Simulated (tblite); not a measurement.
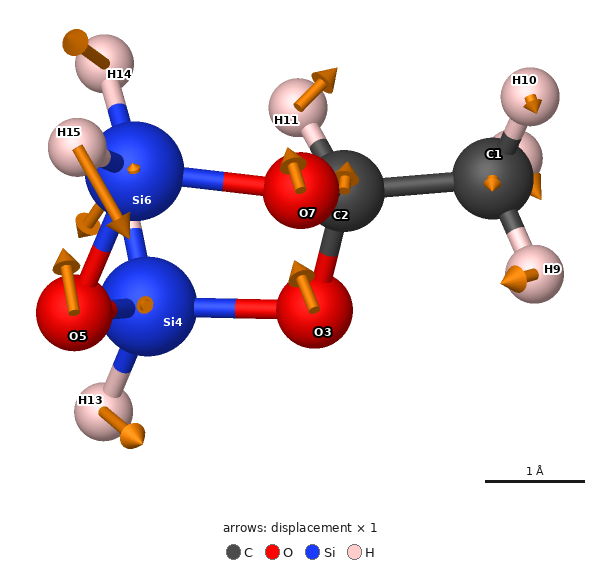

A relaxation of C2H8O3Si2. The starting structure is drawn; orange arrows show the displacements, at their true length. The two geometries are superimposed by the best rigid fit.

A ball-and-stick model, seen from a free direction.

Level of theory: GFN2-xTB geometry optimisation, gas phase in tblite 0.8.0. 

### Atoms of which element are displaced furthest, and by how much?

Hydrogen: up to 1.09 Å, against 0.79 Å for oxygen.

### Describe the change and its energy.

The atom that moves furthest after the best rigid fit is an H atom (1.09 Å). Largest moves by element: H 1.09 Å, O 0.79 Å, C 0.38 Å, Si 0.17 Å. Some distances before and after: O–Si 1.734 → 1.627 Å, O–Si 1.709 → 1.627 Å, C–H 1.111 → 1.086 Å, H–Si 1.479 → 1.457 Å. Among the angles between lasting bonds that change: Si–O–Si 101.5° → 123.6°, C–O–Si 106.1° → 127.7°, C–O–Si 107.8° → 127.6°. Groups turn about O–Si by about 65°, O–Si by about 65°, O–Si by about 50°. After 86 geometry steps the energy has fallen by 36.1 kcal/mol. The run took 0.58 s on 1 thread of Arm Neoverse V1, with other jobs on the host.
